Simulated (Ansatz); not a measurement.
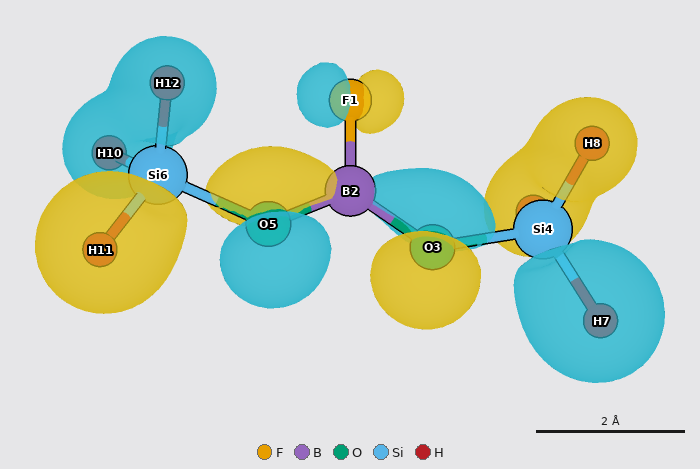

Figure 1: BFH$_{6}$O$_{2}$Si$_{2}$ (SMILES FB(O[SiH3])O[SiH3]). The HOMO−1 at ±0.1 Å⁻³ᐟ² (yellow and cyan are the two phases), seen at an oblique angle.

Geometry: PBE0-D4/def2-TZVP.

All numbers below come from RKS PBE0-D4/def2-TZVPP in Ansatz 0.2.0.

```xyz
12

F    -0.6428    0.3105    1.1918
B    -0.0163    0.0060    0.0419
O     0.0516   -1.2800   -0.3563
Si   -0.5018   -2.6958    0.2969
O     0.5338    0.9914   -0.6952
Si    0.6284    2.6316   -0.4987
H    -0.0900   -3.7758   -0.6276
H    -1.9805   -2.6592    0.4137
H     0.1020   -2.9101    1.6352
H     1.3533    2.9537    0.7553
H     1.3727    3.1537   -1.6665
H    -0.7335    3.2191   -0.4563
```

Q: What is the character of this orbital?

A: Its weight (Hirshfeld) is mainly on O3 (about 15 %), O5 (about 15 %), Si4 (about 15 %), Si6 (about 15 %), H7 (about 10 %) and H11 (about 10 %). Its energy is −9.41 eV.
